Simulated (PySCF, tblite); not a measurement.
# C6H10N2Si: geometry, infrared bands and NMR shifts

Wanted: the infrared bands and NMR shifts of C6H10N2Si (`N#C[SiH2][C@@H]1CC=NCC1`), by calculation.

Programs: tblite 0.8.0 and PySCF 2.14.0, with density-fitted response routines of our own. Each step states its level of theory. These are calculated values for one molecule in the gas phase, unless marked as measured. Atoms count from 0, in the outputs and in this text.

## Step 1: The starting structure

19 atoms, charge 0, multiplicity 1; geometry from: force field or distance geometry start.

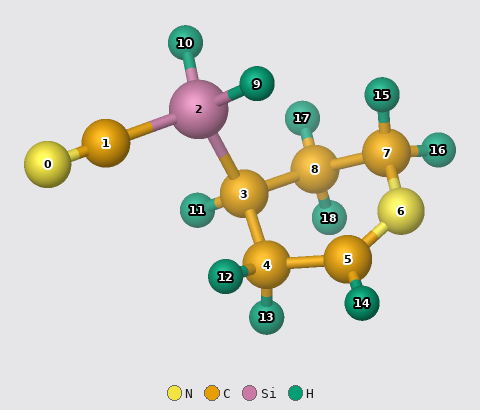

The starting geometry (nitrogen yellow, carbon amber, silicon pink, hydrogen teal), atoms numbered.

## Step 2: Optimising the geometry with GFN2-xTB

Job settings and geometry (Å):

```
{"job": {"kind": "relax", "xc": "GFN2-xTB", "basis": "xTB"}, "charge": 0, "multiplicity": 1}
N      3.760800     0.969000     1.900100
C      2.836900     0.316200     1.601100
Si     1.365400    -0.727400     1.111900
C      0.589800    -0.045300    -0.527500
C      0.057300     1.375200    -0.407400
C     -1.365500     1.439700     0.080100
N     -2.188000     0.463600     0.131200
C     -1.788300    -0.880200    -0.269300
C     -0.515300    -0.932800    -1.108700
H      0.310900    -0.715700     2.174100
H      1.741900    -2.143200     0.873400
H      1.425900    -0.052100    -1.225200
H      0.672300     2.013900     0.237800
H      0.057400     1.845900    -1.409300
H     -1.724100     2.447600     0.386700
H     -1.692300    -1.505400     0.634700
H     -2.610900    -1.321400    -0.853100
H     -0.191500    -1.974900    -1.223200
H     -0.752300    -0.563600    -2.114700
```

The run is started by

```
> OMP_NUM_THREADS=1 python probes_run.py task.json out
```

One launch serves the whole session: the jobs run in the order shown.

Standard output:

```text
step      E/eV     max force
  0    -692.42383    2.900
  1    -692.27182    9.351
  2    -692.52175    0.914
  3    -692.53873    1.021
  4    -692.56236    0.551
  5    -692.59195    0.471
  6    -692.60005    0.277
  7    -692.60827    0.186
  8    -692.61257    0.243
  9    -692.61669    0.189
 10    -692.61871    0.108
 11    -692.62050    0.102
 12    -692.62213    0.119
 13    -692.62352    0.116
 14    -692.62429    0.057
 15    -692.62479    0.061
 16    -692.62539    0.086
 17    -692.62626    0.123
 18    -692.62731    0.111
 19    -692.62830    0.074
 20    -692.62920    0.070
 21    -692.63018    0.094
 22    -692.63136    0.113
 23    -692.63262    0.087
 24    -692.63376    0.082
 25    -692.63478    0.087
 26    -692.63578    0.102
 27    -692.63681    0.084
 28    -692.63783    0.077
 29    -692.63876    0.085
 30    -692.63952    0.069
 31    -692.64008    0.048
 32    -692.64046    0.045
 33    -692.64079    0.046
 34    -692.64112    0.053
 35    -692.64142    0.040
 36    -692.64162    0.029
 37    -692.64175    0.027
 38    -692.64186    0.037
 39    -692.64198    0.035
 40    -692.64213    0.042
 41    -692.64232    0.047
 42    -692.64256    0.045
 43    -692.64283    0.048
 44    -692.64307    0.039
 45    -692.64328    0.032
 46    -692.64346    0.035
 47    -692.64362    0.037
 48    -692.64376    0.028
 49    -692.64389    0.028
 50    -692.64402    0.036
 51    -692.64416    0.036
 52    -692.64426    0.021
 53    -692.64432    0.016
 54    -692.64436    0.015
 55    -692.64441    0.022
 56    -692.64447    0.020
 57    -692.64453    0.021
 58    -692.64458    0.019
 59    -692.64462    0.020
 60    -692.64466    0.020
 61    -692.64470    0.016
 62    -692.64473    0.014
 63    -692.64477    0.017
 64    -692.64481    0.018
 65    -692.64483    0.014
 66    -692.64485    0.013
 67    -692.64487    0.014
 68    -692.64489    0.012
 69    -692.64489    0.005
```

Run time: 0.93 s. Hardware: 1 thread of Arm Neoverse N1, shared host; peak memory 0.18 GiB.

The steps of the relaxation: (not every step is listed) (the energy doesn't fall at every step)

```csv
step,energy from step 0 (eV),largest force (eV/Å)
0,0.0000,2.9002
1,0.1520,9.3513
2,-0.0979,0.9141
3,-0.1149,1.0205
4,-0.1385,0.5513
5,-0.1681,0.4705
6,-0.1762,0.2770
7,-0.1844,0.1862
8,-0.1887,0.2433
13,-0.1997,0.1156
18,-0.2035,0.1109
23,-0.2088,0.0874
28,-0.2140,0.0773
33,-0.2170,0.0459
38,-0.2180,0.0373
43,-0.2190,0.0478
48,-0.2199,0.0284
53,-0.2205,0.0165
58,-0.2208,0.0194
63,-0.2209,0.0166
64,-0.2210,0.0177
65,-0.2210,0.0139
66,-0.2210,0.0134
67,-0.2210,0.0140
68,-0.2211,0.0119
69,-0.2211,0.0051
```

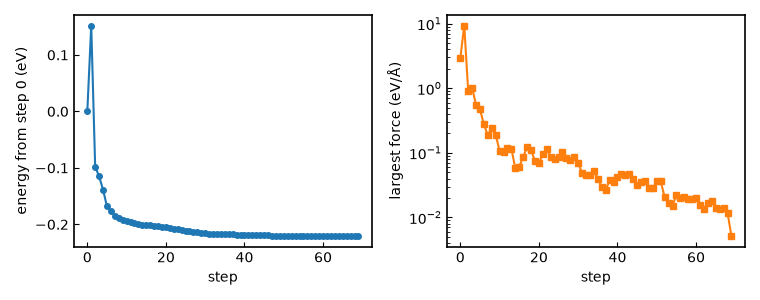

Energy and largest force along the relaxation.

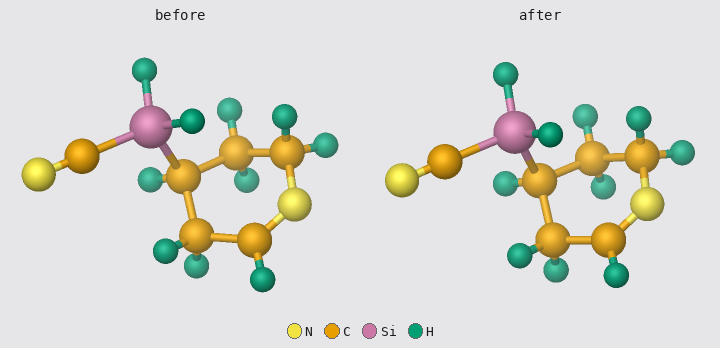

Before and after, at one scale.

Close pairs (by a distance rule), those that changed most:

```csv
bond,before (Å),after (Å),change (Å)
Si2–H9,1.497,1.463,-0.033
C5–H14,1.113,1.085,-0.027
Si2–C3,1.938,1.911,-0.027
N0–C1,1.170,1.146,-0.025
C5–N6,1.277,1.255,-0.022
N6–C7,1.458,1.437,-0.021
Si2–H10,1.484,1.465,-0.020
C4–H13,1.107,1.097,-0.010
```

The next job starts from the end point, and lists it.

## Step 3: Harmonic vibrations with GFN2-xTB

Job settings and geometry (Å):

```
{"job": {"kind": "ir", "xc": "GFN2-xTB", "basis": "xTB"}, "charge": 0, "multiplicity": 1}
N      3.617861     0.957017     1.792099
C      2.703199     0.312711     1.546057
Si     1.199679    -0.718787     1.135424
C      0.617313    -0.060400    -0.561099
C      0.082576     1.370329    -0.445731
C     -1.285571     1.364317     0.171711
N     -2.077389     0.393441     0.252265
C     -1.732175    -0.892901    -0.286721
C     -0.488644    -0.918030    -1.176726
H      0.249168    -0.484203     2.223012
H      1.631065    -2.114834     1.032834
H      1.476917    -0.060441    -1.243425
H      0.749150     2.003110     0.146220
H      0.002096     1.829431    -1.438283
H     -1.634601     2.302786     0.590946
H     -1.608269    -1.567900     0.568231
H     -2.610816    -1.241632    -0.839481
H     -0.155701    -1.948671    -1.313258
H     -0.745662    -0.516093    -2.161536
```

Standard output:

```text
mode    cm-1     km/mol
  1      33.0      4.96
  2      82.3     10.10
  3     102.8      4.03
  4     167.6      0.68
  5     238.4      1.75
  6     264.8      5.82
  7     307.9      0.06
  8     334.4      1.38
  9     402.8      7.03
 10     455.9     43.11
 11     509.2      2.40
 12     534.5     37.52
 13     577.3      7.83
 14     622.2     20.08
 15     667.2      4.66
 16     720.6    299.17
 17     745.7     63.83
 18     758.0    147.41
 19     819.4     11.16
 20     895.1     11.02
 21     907.5     21.54
 22     941.9      5.86
 23     977.6      9.73
 24     989.6      3.00
 25    1045.8     11.36
 26    1092.9     13.34
 27    1118.1      3.12
 28    1137.1      4.96
 29    1169.5      2.44
 30    1186.4      1.09
 31    1250.9      9.01
 32    1267.9      1.49
 33    1307.8      4.52
 34    1318.4      3.64
 35    1330.8     20.78
 36    1340.1      2.10
 37    1462.2      2.43
 38    1466.1     10.27
 39    1495.0      1.22
 40    1751.4     85.24
 41    2258.7    301.41
 42    2273.0    221.91
 43    2355.3     28.07
 44    2897.1     50.80
 45    2914.0     18.13
 46    2918.7     33.51
 47    2949.7     33.82
 48    2952.3     75.50
 49    2964.2     30.38
 50    2979.1     56.47
 51    3012.8     56.05
```

It took 1.4 s on 1 thread of Arm Neoverse N1, shared host; peak memory 0.18 GiB.

Which atoms move in the most intense modes:

```csv
cm⁻¹,km/mol,atoms
721,299.2,"H9 35 %, H10 30 %, Si2 27 %"
746,63.8,"H9 21 %, H10 14 %, H14 12 %"
758,147.4,"H10 29 %, H9 29 %"
1751,85.2,"C5 53 %, N6 44 %"
2259,301.4,H10 96 %
2273,221.9,H9 96 %
2952,75.5,H18 80 %
2979,56.5,H17 84 %
```

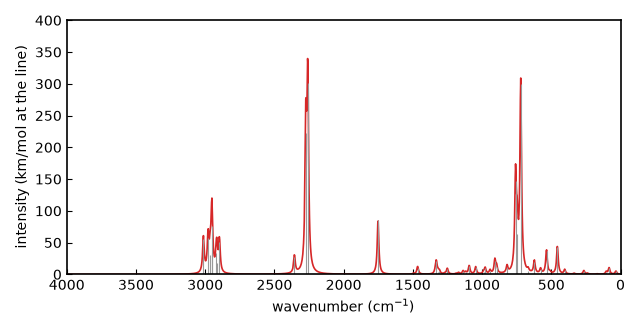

The infrared spectrum from these modes, unscaled. Lines are broadened to a width of 14 cm⁻¹ (Lorentzian).

## Step 4: Nuclear shieldings: PBE0/pcSseg-1

The job, as its differences from that of step 3:

```diff
@@ -1,2 +1,2 @@
-{"job": {"kind": "ir", "xc": "GFN2-xTB", "basis": "xTB"}, "charge": 0, "multiplicity": 1}
+{"job": {"kind": "nmr", "xc": "PBE0", "basis": "pcSseg-1"}, "charge": 0, "multiplicity": 1}
 N      3.617861     0.957017     1.792099
```

Method: GIAO PBE0/pcSseg-1 NMR shielding, non-relativistic, gas phase.

Standard output:

```text
coarse grid: 16464 points
cycle   1  E = -632.9269790941  dE =  1.131e+00  |g| = 4.926e-01  |ddm| = 3.997e+00
cycle   2  E = -632.8144065598  dE =  1.126e-01  |g| = 8.728e-01  |ddm| = 1.117e+00
cycle   3  E = -632.9844513043  dE = -1.700e-01  |g| = 1.736e-01  |ddm| = 6.648e-01
cycle   4  E = -632.9903790019  dE = -5.928e-03  |g| = 6.200e-02  |ddm| = 1.457e-01
cycle   5  E = -632.9911313912  dE = -7.524e-04  |g| = 2.157e-02  |ddm| = 5.208e-02
cycle   6  E = -632.9912205637  dE = -8.917e-05  |g| = 7.903e-03  |ddm| = 2.224e-02
cycle   7  E = -632.9912344481  dE = -1.388e-05  |g| = 1.537e-03  |ddm| = 8.033e-03
cycle   8  E = -632.9912350078  dE = -5.597e-07  |g| = 2.967e-04  |ddm| = 1.581e-03
final grid: 154880 points
cycle   9  E = -633.0431507069  dE = -4.304e-05  |g| = 7.683e-03  |ddm| = 3.555e-02
cycle  10  E = -633.0431438511  dE =  6.856e-06  |g| = 9.401e-03  |ddm| = 1.622e-02
cycle  11  E = -633.0431656515  dE = -2.180e-05  |g| = 1.273e-03  |ddm| = 8.962e-03
cycle  12  E = -633.0431659297  dE = -2.782e-07  |g| = 6.641e-04  |ddm| = 1.145e-03
cycle  13  E = -633.0431660194  dE = -8.970e-08  |g| = 1.490e-04  |ddm| = 4.610e-04
cycle  14  E = -633.0431660238  dE = -4.384e-09  |g| = 5.890e-05  |ddm| = 1.405e-04
cycle  15  E = -633.0431660245  dE = -6.746e-10  |g| = 2.345e-05  |ddm| = 5.721e-05
converged SCF energy = -633.0431660245

GIAO shielding tensors (ppm)
atom      isotropic    diamagn.    paramagn.     s11        s22        s33       span
  0 N      -98.620     337.668    -436.288   -302.260   -293.388    299.787    602.048
  1 C       63.131     262.752    -199.621    -52.502    -46.678    288.572    341.073
  2 Si     415.233     880.004    -464.771    380.772    401.923    463.004     82.232
  3 C      167.215     252.151     -84.937    156.651    169.318    175.674     19.023
  4 C      153.824     252.565     -98.740    134.156    160.585    166.732     32.576
  5 C       21.559     253.106    -231.547    -88.050     23.685    129.041    217.092
  6 N     -111.592     328.612    -440.205   -479.621   -136.943    281.788    761.409
  7 C      135.661     247.936    -112.276    118.758    132.428    155.796     37.039
  8 C      158.406     248.933     -90.527    150.510    159.615    165.093     14.583
  9 H       27.381      28.958      -1.577     23.625     26.799     31.719      8.094
 10 H       27.434      28.521      -1.087     23.526     26.035     32.740      9.214
 11 H       29.908      32.937      -3.029     26.049     27.562     36.114     10.065
 12 H       29.275      33.082      -3.806     24.606     29.305     33.915      9.309
 13 H       29.235      31.375      -2.140     25.933     26.578     35.194      9.261
 14 H       23.694      29.494      -5.800     21.003     22.966     27.113      6.110
 15 H       28.184      30.446      -2.262     25.470     27.023     32.060      6.590
 16 H       27.402      28.720      -1.319     23.325     25.770     33.109      9.783
 17 H       30.068      31.433      -1.365     26.093     28.261     35.850      9.756
 18 H       29.685      31.547      -1.861     25.119     27.808     36.130     11.011
```

Wall time 87 s (1 thread of Arm Neoverse N1, shared host); peak memory 1 GiB.

Shifts follow as δ = σ(reference) − σ, with reference shieldings (ppm) from runs at the same level and on the same kind of geometry: 1H TMS 31.72, 13C TMS 186.9, 29Si TMS 349.2, 15N NH3 267.7. The references are single molecules in the gas phase, so shifts against H2O, NH3, PH3, H3PO4 or CFCl3 are not on the usual liquid scales and can be off by tens of ppm.

```csv
atoms,environment,σ (ppm),δ (ppm),δ scaled to CDCl3
C5,C=N carbon,21.6,165.4,159.5
C1,nitrile carbon,63.1,123.8,118.9
C7,sp3 CH2 bonded to N,135.7,51.3,48.1
C4,sp3 CH2 in a ring,153.8,33.1,30.4
C8,sp3 CH2 in a ring,158.4,28.5,25.9
C3,sp3 CH bonded to Si,167.2,19.7,17.3
H14,hydrogen on a C=N carbon,23.69,8.02,7.67
H9,hydrogen on a silicon bonded to 2 C,27.38,4.34,–
H16,hydrogen on an sp3 CH2 bonded to N,27.40,4.32,4.17
H10,hydrogen on a silicon bonded to 2 C,27.43,4.28,–
H15,hydrogen on an sp3 CH2 bonded to N,28.18,3.53,3.44
H13,hydrogen on an sp3 CH2 in a ring,29.23,2.48,2.45
H12,hydrogen on an sp3 CH2 in a ring,29.28,2.44,2.41
H18,hydrogen on an sp3 CH2 in a ring,29.69,2.03,2.02
H11,hydrogen on an sp3 CH bonded to Si,29.91,1.81,1.81
H17,hydrogen on an sp3 CH2 in a ring,30.07,1.65,1.66
N6,imine nitrogen,-111.6,379.3,–
N0,nitrile nitrogen,-98.6,366.3,–
Si2,"silicon bonded to 2 C, 2 H",415.2,-66.1,–
```

The scaled column applies a straight-line fit of computed shieldings to shifts measured in CDCl3 (root-mean-square error 0.16 ppm for H, 1.9 ppm for C).

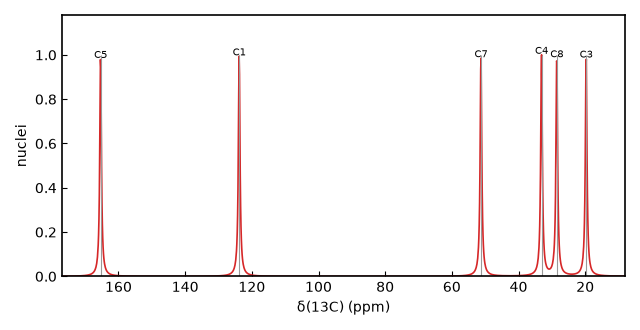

13C lines at the computed shifts, without couplings. Lines are broadened to a width of 0.58 ppm (Lorentzian).

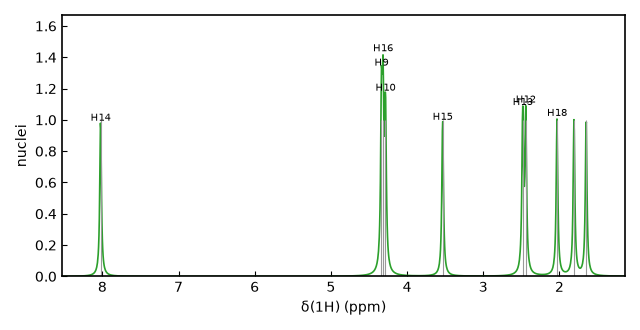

1H lines at the computed shifts, without couplings. Lines are broadened to a width of 0.03 ppm (Lorentzian).

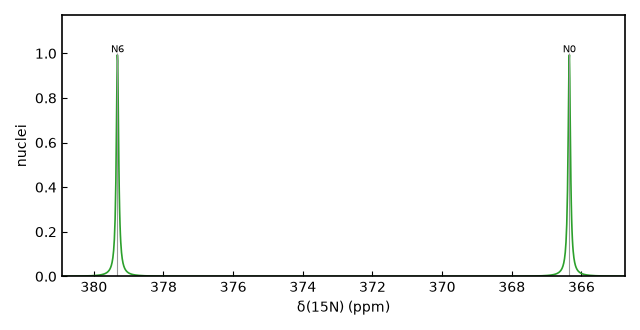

15N lines at the computed shifts, without couplings. Lines are broadened to a width of 0.08 ppm (Lorentzian).

The run also stored atomic charges by several schemes (e):

```csv
atoms,Mulliken,IAO,Hirshfeld,ESP fit
N0,-0.21,-0.20,-0.20,-0.39
C1,-0.20,-0.15,-0.03,0.16
Si2,0.70,0.73,0.38,0.26
C3,-0.56,-0.37,-0.10,0.24
C4,-0.18,-0.30,-0.07,-0.43
C5,0.05,0.01,0.04,0.44
N6,-0.40,-0.28,-0.16,-0.71
C7,-0.04,-0.16,-0.03,0.45
C8,-0.20,-0.28,-0.08,-0.36
```

Mulliken charges:

N0 -0.21; C1 -0.20; Si2 0.70; C3 -0.56; C4 -0.18; C5 0.05; N6 -0.40; C7 -0.04; C8 -0.20; H9 -0.02; H10 -0.05; H11 0.16; H12 0.15; H13 0.15; H14 0.11; H15 0.13; H16 0.14; H17 0.13; H18 0.13

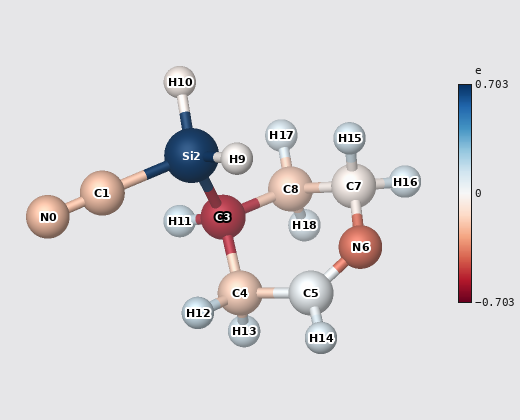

Mulliken charges, as colours on the atoms.

Mayer bond orders: N0–C1 2.93, C1–Si2 0.81, Si2–C3 0.88, C3–C4 1.01, C4–C5 0.99, C5–N6 1.98, N6–C7 1.00, C7–C8 1.02, C8–C3 1.01.

Ring of atoms C3, C4, C5, N6, C7, C8: NICS(0) 0.7, NICS(1) -2.0, NICS(1)zz 0.3 ppm (means of both faces).

The fields below are evaluated on a grid from the run's orbitals.

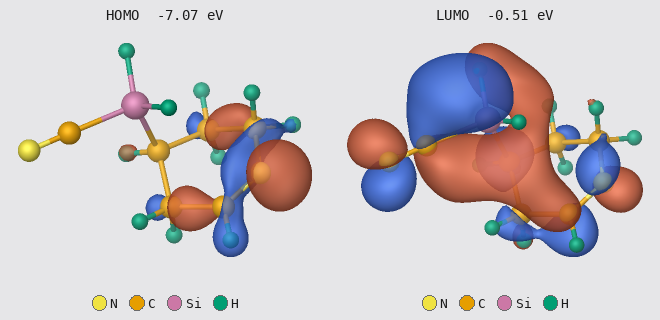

PBE0/pcSseg-1 orbitals near the gap, drawn at the value that encloses 70 % of each; the two colours are the two signs.

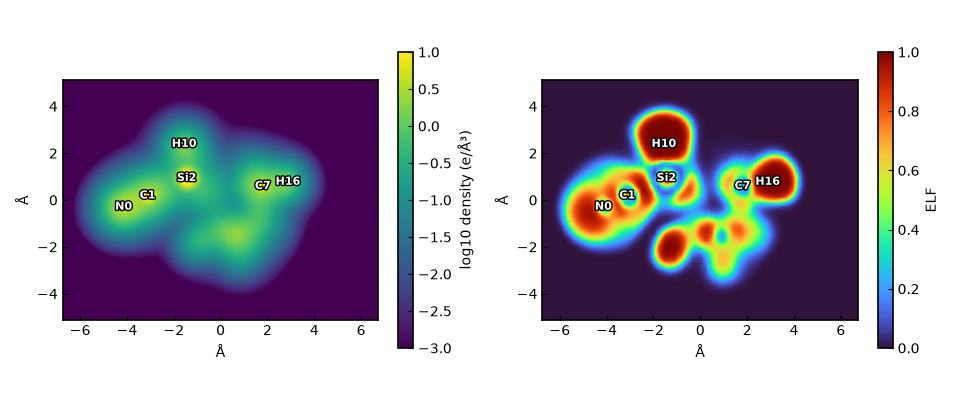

Density (left) and ELF (right) in a plane through or near 6 of the atoms.

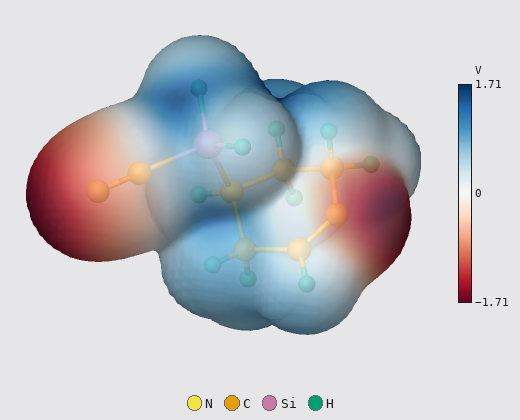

Electrostatic potential on the surface of density 0.002 e/bohr³; red is low, blue high. It runs from -1.71 V near N0 to 1.42 V near H10.

## Step 5: Results

| quantity | value |
| --- | --- |
| strongest single infrared mode (GFN2-xTB) | 2259 cm⁻¹, 301 km/mol |
| zero-point energy (GFN2-xTB) | 91.9 kcal/mol |
| 13C shifts against TMS (PBE0/pcSseg-1) | 165.4, 123.8, 51.3, 33.1, 28.5, 19.7 ppm |
| 1H shifts against TMS (PBE0/pcSseg-1) | 8.02, 4.34, 4.32, 4.28, 3.53, 2.48, 2.44, 2.03, 1.81, 1.65 ppm |
| 15N shifts against NH3 (PBE0/pcSseg-1) | 379.3, 366.3 ppm |
| 29Si shifts against TMS (PBE0/pcSseg-1) | -66.1 ppm |
| surface potential, least and greatest | -1.71 V and 1.42 V |

The optimisation took 69 steps and gained 0.221 eV; among the close pairs (by a distance rule), Si2–H9 changed most, from 1.497 to 1.463 Å. No mode is imaginary among the 51: a minimum at this level. The strongest single mode, at 2259 cm⁻¹, moves mainly H10. GFN2-xTB is a fitted tight-binding method: band positions and strengths are rough. Its intensities can rank the bands wrongly. At PBE0/pcSseg-1: The largest span, 761 ppm, is at N6, where the paramagnetic term is -440 ppm. By nearest atom (PBE0/pcSseg-1), the HOMO sits on N6 58 %; C4, C7, C8 about 7 % each and the LUMO on C1 17 %; N0 17 %.
